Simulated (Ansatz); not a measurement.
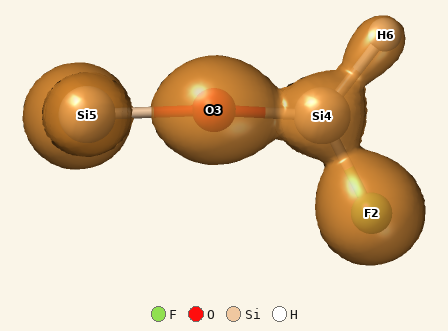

F2HOSi2 (SMILES F[Si]O[SiH+]F) (charge +1). Isosurface of the electron density at 0.8 e/Å³ (orange), seen across its widest extent.

Geometry: B3LYP-D3(BJ)/6-311G**.

Computed with isolated molecule in a Gaussian basis; Kohn-Sham density functional theory, functional PBE0 (Ansatz 0.2.0).

Input

```
crystal:
  periodic: [false, false, false]
  atoms:
    - {symbol: F, position_ang: [2.294519, 0.912224, 1.491566]}
    - {symbol: F, position_ang: [-0.998284, 0.674045, -1.684798]}
    - {symbol: O, position_ang: [0.277945, -0.205263, 0.524709]}
    - {symbol: Si, position_ang: [-0.225579, -0.449818, -0.923145]}
    - {symbol: Si, position_ang: [0.957462, 0.290871, 2.120343]}
    - {symbol: H, position_ang: [-0.074733, -1.703489, -1.650525]}
basis:
  gaussian:
    orbitals: def2-TZVPD
hamiltonian:
  xc: pbe0
total_charge: 1
output: {forces: true, orbitals: {seedname: orbitals}}
```

Launched as:

```sh
ansatz run input.yaml --threads 2 --pin off --max-ram 4350MiB --events-out events.jsonl --progress --plain --runs-dir runs
```

Question: What does this surface tell about the bonding?

Answer: At this value the surface falls into two separate pieces. It bridges the sampled Si–O (1.55 Å), Si–F (1.56 Å), Si–H (1.46 Å) and Si–F (1.60 Å) contacts, where the density stays above the isovalue. On the grid the lowest density along these lines, outside the cores, is 1.2 e/Å³ (Si–O, 1.55 Å), 1.1 e/Å³ (Si–F, 1.56 Å), 0.93 e/Å³ (Si–H, 1.46 Å) and 1 e/Å³ (Si–F, 1.60 Å).
